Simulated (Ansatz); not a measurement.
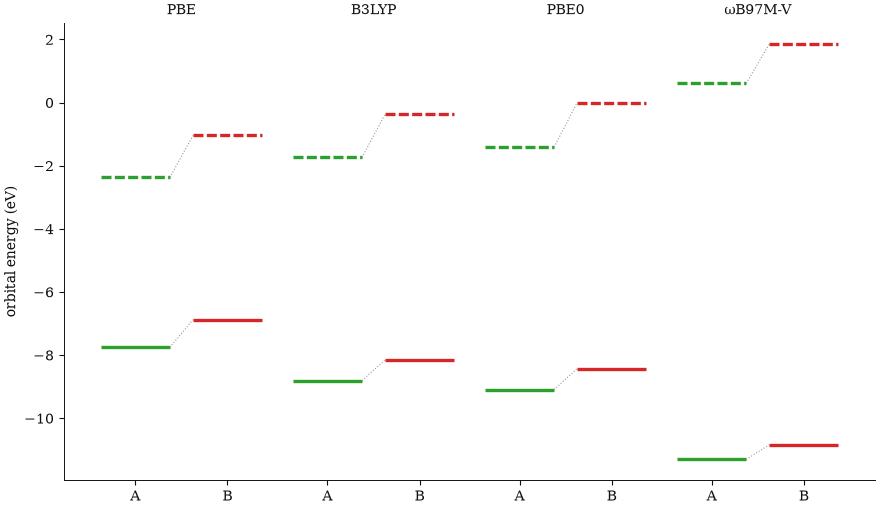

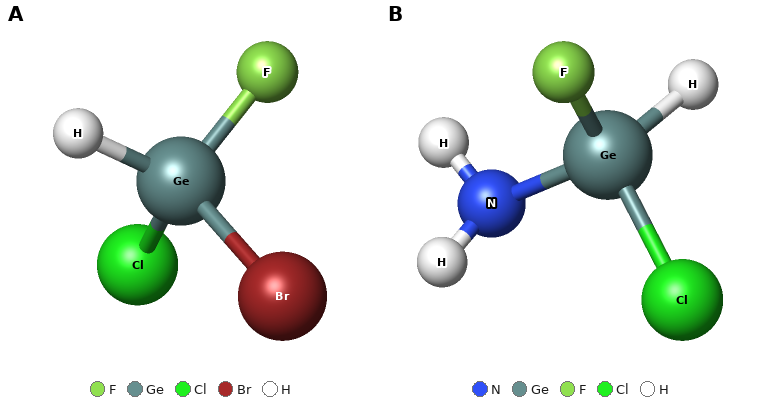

One change: A, GeHBrClF (SMILES [F][Ge@@H]([Cl])[Br]), becomes B, GeNH₃ClF (SMILES [NH2][Ge@@H]([F])[Cl]). Br on Ge is replaced by NH₂. HOMO (solid) and LUMO (dashed) computed in def2-TZVPP at PBE0-D4/def2-TZVP geometries, both minima by their frequencies, gas phase, the Ansatz code. Empty levels above zero depend strongly on the basis.

> What does the change do to HOMO and LUMO?

PBE: the HOMO rises by 0.87 eV, the LUMO rises by 1.33 eV, and the separation goes from 5.38 to 5.84 eV. B3LYP: the HOMO rises by 0.65 eV, the LUMO rises by 1.37 eV, and the separation goes from 7.07 to 7.78 eV. PBE0: the HOMO rises by 0.67 eV, the LUMO rises by 1.41 eV, and the separation goes from 7.68 to 8.42 eV. ωB97M-V: the HOMO rises by 0.47 eV, the LUMO rises by 1.25 eV, and the separation goes from 11.91 to 12.69 eV.

> Do the functionals agree on the effect?

They agree on the direction for both levels; the HOMO shift lies between 0.47 and 0.87 eV and the LUMO shift between 1.25 and 1.41 eV, while the separations themselves differ by up to 6.9 eV between functionals.
